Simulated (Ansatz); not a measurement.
# SiH4O (singlet): one geometry, many settings at distance O1–H3 along a hydrogen transfer = 0.892 Å

What do other methods and options give for SiH4O (singlet) at this geometry, and how long do they take?

Method: the settings change from run to run; program: Ansatz 0.2.0, Gaussian basis.

8 further runs of the same task are left out: 1 for a mislabelled method, 6 that didn't finish, 1 set aside as unsound or not needed.

## (1) The system

The geometry derives from fragments relaxed apart (PBE0/def2-TZVP) and kept rigid, so it is no stationary point. A hydrogen atom is moved between rigid fragments.

6 atoms, charge 0, spin multiplicity 1.

Atoms are counted from 1 here; the program's logs count them from 0.

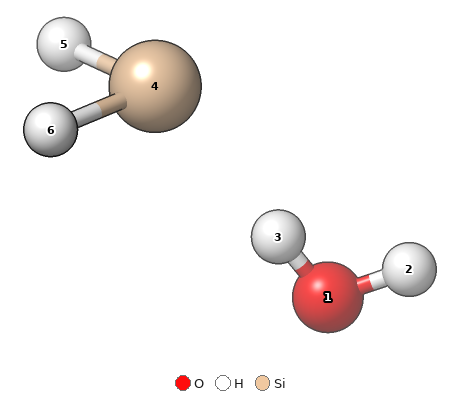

The structure; oxygen red, hydrogen white, silicon light orange; atoms are numbered from 1 in the order of the file.

## (2) BCCD on RHF/6-31++G**

File in.yaml:

```yaml
crystal:
  periodic: [false, false, false]
  atoms:
    - {symbol: O, position_ang: [-1.985952, 0.017219, 0.000000]}
    - {symbol: H, position_ang: [-2.235261, 0.943795, 0.000000]}
    - {symbol: H, position_ang: [-1.093952, 0.017219, 0.000000]}
    - {symbol: Si, position_ang: [1.126048, 0.017219, 0.000000]}
    - {symbol: H, position_ang: [1.738228, -0.857065, 1.090012]}
    - {symbol: H, position_ang: [1.738228, -0.857065, -1.090012]}
basis:
  gaussian: {orbitals: "6-31++G**"}
magnetization: {spin_polarized: false}
correlation: {method: bccd, electrons: valence}
scf: {lower_state_search: off}
output: {forces: true}
```

On the command line:

```console
ansatz run in.yaml --threads 1 --pin off --events-out ev --progress --plain --max-ram 2393MiB
```

Standard output, cut to the lines that bear on the results:

```text
Functional definition: HF
  name "HF"
  cite "Fock, Z. Phys. 61, 126 (1930) doi:10.1007/BF01340294"
  parent pbe
[...]
586 factors; integrals over basis functions are off by at most 1.1e-3 eV
[...]
mean field -9959.91665064 eV, -366.0201858371 hartree, gradient 6.2e-6 eV, S^2 0.000000; 0 other end points of the search recorded, 0 dependent functions left out; unrestricted orbitals would lower it
6 core orbitals not correlated: weight in the atoms' cores, before any rotation towards them, 1.000 or more for the frozen orbitals, at most 0.000 for the correlated occupied ones
reference -9959.91665064 eV, -366.0201858371 hartree; 7, 7 occupied and 53, 53 virtual orbitals, 586 factors
second order -7.81122443 eV of doubles, -0.00000000 eV of singles
cycle   1  -8.34764149 eV  change   -5.4e-1 eV  update   7.7e-2
[...]
cycle  14  -8.68606710 eV  change   -3.5e-6 eV  update   1.9e-6
[...]
Total energy: -9968.60271774 eV, -366.3393929154 hartree
Atom 0 at    -1.985952     0.017219     0.000000 Å, force    -5.187401    -0.217193     0.000000 eV/Å
Atom 1 at    -2.235261     0.943795     0.000000 Å, force    -0.077028     0.087607    -0.000000 eV/Å
Atom 2 at    -1.093952     0.017219     0.000000 Å, force     4.530360     0.277025    -0.000000 eV/Å
Atom 3 at     1.126048     0.017219     0.000000 Å, force     0.914420    -0.669945    -0.000000 eV/Å
Atom 4 at     1.738228    -0.857065     1.090012 Å, force    -0.090175     0.261254    -0.085109 eV/Å
Atom 5 at     1.738228    -0.857065    -1.090012 Å, force    -0.090175     0.261254     0.085109 eV/Å
Dipole moment:     0.361591     0.370037     0.000000 e Å
Checks for a lower state left out: starts, cluster_reference, orbital_swaps, neighbouring_geometries, increment
```

Wall time 4.3 s (1 thread of Arm Neoverse V1, shared host).

From the report: correlation -8.6861 eV; largest double amplitude 0.08.

## (3) CCSD on RHF/cc-pVDZ

Edit in.yaml of step 2 so:

```diff
@@ -10,6 +10,6 @@
 basis:
-  gaussian: {orbitals: "6-31++G**"}
+  gaussian: {orbitals: cc-pVDZ, fitting: {mean_field: def2-universal-jkfit}}
 magnetization: {spin_polarized: false}
-correlation: {method: bccd, electrons: valence}
-scf: {lower_state_search: off}
-output: {forces: true}
+correlation: {method: ccsd, electrons: outside_noble_gas, diis_vectors: 2}
+accuracy: high
+scf: {lower_state_search: light}
```

Same command.

Standard output, cut to the lines that bear on the results:

```text
Functional definition: HF
  name "HF"
  cite "Fock, Z. Phys. 61, 126 (1930) doi:10.1007/BF01340294"
  parent pbe
[...]
277 factors; integrals over basis functions are off by at most 3.8e-1 eV
[...]
mean field -9960.23131627 eV, -366.0317495857 hartree, gradient 1.3e-8 eV, S^2 0.000000; 0 other end points of the search recorded, 0 dependent functions left out; unrestricted orbitals would lower it
[...]
6 core orbitals not correlated: weight in the atoms' cores, before any rotation towards them, 1.000 or more for the frozen orbitals, at most 0.000 for the correlated occupied ones
reference -9960.23131627 eV, -366.0317495857 hartree; 7, 7 occupied and 39, 39 virtual orbitals, 277 factors
second order -7.95125894 eV of doubles, -0.00000000 eV of singles
cycle   1  -8.60437397 eV  change   -6.5e-1 eV  update   7.2e-2
[...]
cycle  31  -8.95648028 eV  change   2.8e-10 eV  update   1.6e-9
Total energy: -9969.18779655 eV, -366.3608941651 hartree
```

Wall time 0.63 s (1 thread of Arm Neoverse V1, shared host).

From the report: correlation -8.9565 eV; T1 0.011; largest double amplitude 0.10.

## (4) BCCD/cc-pVDZ

Edit in.yaml of step 3 so:

```diff
@@ -10,6 +10,6 @@
 basis:
-  gaussian: {orbitals: cc-pVDZ, fitting: {mean_field: def2-universal-jkfit}}
+  gaussian: {orbitals: cc-pVDZ}
 magnetization: {spin_polarized: false}
-correlation: {method: ccsd, electrons: outside_noble_gas, diis_vectors: 2}
+hamiltonian: {xc: {name: PBE0}}
+correlation: {method: bccd, electrons: valence}
 accuracy: high
-scf: {lower_state_search: light}
```

The command is unchanged.

Standard output, cut to the lines that bear on the results:

```text
Functional definition: PBE0
  name "PBE0"
  cite "Adamo & Barone, J. Chem. Phys. 110, 6158 (1999) doi:10.1063/1.478522"
  cite "Perdew, Burke & Ernzerhof, Phys. Rev. Lett. 77, 3865 (1996) doi:10.1103/PhysRevLett.77.3865"
  parent pbe
[...]
1082 factors; integrals over basis functions are off by at most 7.7e-9 eV
[...]
mean field -9981.38175666 eV, -366.8090139336 hartree, gradient 2.3e-8 eV, S^2 0.000000; 0 other end points of the search recorded, 0 dependent functions left out
6 core orbitals not correlated: weight in the atoms' cores, before any rotation towards them, 1.000 or more for the frozen orbitals, at most 0.000 for the correlated occupied ones
reference -9959.98496488 eV, -366.0226963390 hartree; 7, 7 occupied and 39, 39 virtual orbitals, 1082 factors
second order -8.15522689 eV of doubles, -0.15863292 eV of singles
cycle   1  -8.82748567 eV  change   -5.2e-1 eV  update   6.9e-2
[...]
cycle  26  -9.15425633 eV  change   -1.3e-9 eV  update  8.5e-10
Total energy: -9969.13922120 eV, -366.3591090540 hartree
```

Run time: 5 s. Hardware: 1 thread of Arm Neoverse V1, shared host.

From the report: correlation -9.1543 eV; largest double amplitude 0.10.

## (5) CCSDT(Q) on UHF/STO-3G

Edit in.yaml of step 4 so:

```diff
@@ -10,6 +10,6 @@
 basis:
-  gaussian: {orbitals: cc-pVDZ}
-magnetization: {spin_polarized: false}
-hamiltonian: {xc: {name: PBE0}}
-correlation: {method: bccd, electrons: valence}
-accuracy: high
+  gaussian: {orbitals: STO-3G}
+magnetization: {spin_polarized: true, initial_magnetization: 0}
+correlation: {method: ccsdt_q, electrons: outside_noble_gas}
+scf: {lower_state_search: off}
+output: {forces: true}
```

Same command.

Standard output, cut to the lines that bear on the results:

```text
Functional definition: HF
  name "HF"
  cite "Fock, Z. Phys. 61, 126 (1930) doi:10.1007/BF01340294"
  parent pbe
[...]
285 factors; integrals over basis functions are off by at most 4.6e-8 eV
[...]
mean field -9839.96438918 eV, -361.6120215349 hartree, gradient 2.9e-6 eV, S^2 0.080202; 1 other end points of the search recorded, 0 dependent functions left out
6 core orbitals not correlated: weight in the atoms' cores, before any rotation towards them, 1.000 or more for the frozen orbitals, at most 0.000 for the correlated occupied ones
reference -9839.96438918 eV, -361.6120215349 hartree; 7, 7 occupied and 5, 5 virtual orbitals, 285 factors
second order -1.80869878 eV of doubles, -0.00000000 eV of singles
cycle   1  -2.34770715 eV  change   -5.4e-1 eV  update   6.5e-2
[...]
cycle  25  -2.72552795 eV  change    4.3e-8 eV  update   1.6e-7
perturbative correction -0.00129276 eV, -0.0000475080 hartree
[...]
Total energy: -9842.69120989 eV, -361.7122303476 hartree
Atom 0 at    -1.985952     0.017219     0.000000 Å, force    -9.526460    -4.075238     0.000000 eV/Å
Atom 1 at    -2.235261     0.943795     0.000000 Å, force    -0.158135     3.250910     0.000000 eV/Å
Atom 2 at    -1.093952     0.017219     0.000000 Å, force     9.209620     0.894556    -0.000000 eV/Å
Atom 3 at     1.126048     0.017219     0.000000 Å, force     1.029607    -1.000463     0.000000 eV/Å
Atom 4 at     1.738228    -0.857065     1.090012 Å, force    -0.277316     0.465117    -0.549551 eV/Å
Atom 5 at     1.738228    -0.857065    -1.090012 Å, force    -0.277316     0.465117     0.549551 eV/Å
Dipole moment:     0.264705     0.306132    -0.000000 e Å
Checks for a lower state left out: starts, cluster_reference, orbital_swaps, neighbouring_geometries, increment
```

Run time: 14 s. Hardware: 1 thread of Arm Neoverse V1, shared host; peak memory 0.32 GiB.

From the report: ⟨S²⟩ of the determinant 0.080 (pure singlet: 0.00); correlation -2.7268 eV; T1 0.034; largest double amplitude 0.12.

## (6) All runs side by side

Where basis and cores are those of an earlier RCCSDT(Q)/cc-pVDZ run (-9969.3872 eV), and the state is the same kind, the miss against it is given.

```csv
level,correlated,functions,energy (eV),from RCCSDT(Q) (meV),time
BCCD on RHF/6-31++G**,valence,66,-9968.6027,,4.3 s
CCSD on RHF/cc-pVDZ,outside noble gas,52,-9969.1878,199.4,0.63 s
BCCD/cc-pVDZ (on PBE0 orbitals),valence,52,-9969.1392,248.0,5 s
CCSDT(Q) on UHF/STO-3G,outside noble gas,18,-9842.6912,,14 s
```

## (7) Results

| quantity | value |
| --- | --- |
| runs | 4 |
| quickest | CCSD on RHF/cc-pVDZ, 0.63 s |
| slowest | CCSDT(Q) on UHF/STO-3G, 14 s |

Total energies in different bases, with other cores or another treatment of relativity can't be set against each other. CCSDT(Q) on UHF/STO-3G took 22 times as long as CCSD on RHF/cc-pVDZ; the jobs differ in more than the method. Among the correlated runs with a miss given, it spans +199 to +248 meV. Cores frozen from Kohn-Sham orbitals shift the total energy.
